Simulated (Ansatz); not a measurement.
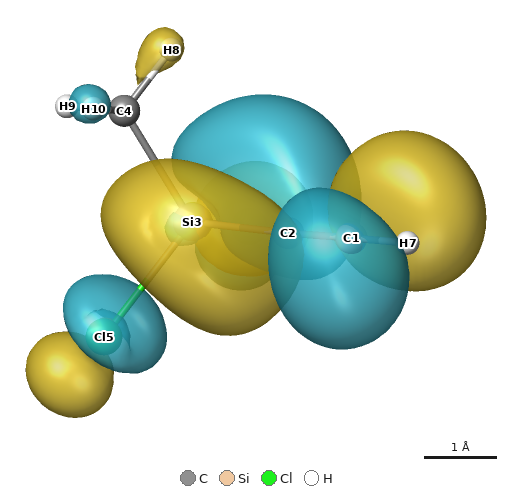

*C3H4Cl2Si (SMILES C#C[Si](C)(Cl)Cl). The LUMO at ±0.08 Å⁻³ᐟ² (yellow and cyan are the two phases), seen at an oblique angle.*

Geometry: PBE0-D4/def2-TZVP.

The calculation used RKS PBE0-D4/def2-TZVPP in Ansatz.

The calculation's input:

```
crystal:
  periodic: [false, false, false]
  atoms:
    - {symbol: C, position_ang: [-0.727473, -2.484416, -0.489767]}
    - {symbol: C, position_ang: [-0.130522, -1.444973, -0.363162]}
    - {symbol: Si, position_ang: [0.720237, 0.142161, -0.153288]}
    - {symbol: C, position_ang: [-0.398743, 1.445425, 0.516148]}
    - {symbol: Cl, position_ang: [1.453793, 0.715255, -1.974371]}
    - {symbol: Cl, position_ang: [2.298754, -0.146043, 1.114821]}
    - {symbol: H, position_ang: [-1.250727, -3.406450, -0.604187]}
    - {symbol: H, position_ang: [-0.785898, 1.139964, 1.490597]}
    - {symbol: H, position_ang: [0.142273, 2.386650, 0.630469]}
    - {symbol: H, position_ang: [-1.238694, 1.601229, -0.164259]}
basis:
  gaussian: {orbitals: def2-TZVPP}
hamiltonian: {xc: pbe0, dispersion: d4}
output: {orbitals: {seedname: orbitals}}
```

Command:

```sh
ansatz run in.yaml --threads 4 --pin off --events-out ev --progress --plain --max-ram 10444MiB
```

**Describe this orbital and give its energy.**

Its weight (Hirshfeld) is mainly on C1 (about 30 %), C2 (about 25 %), Si3 (about 20 %), Cl5 (about 5 %) and Cl6 (about 5 %). Its energy is −0.57 eV.
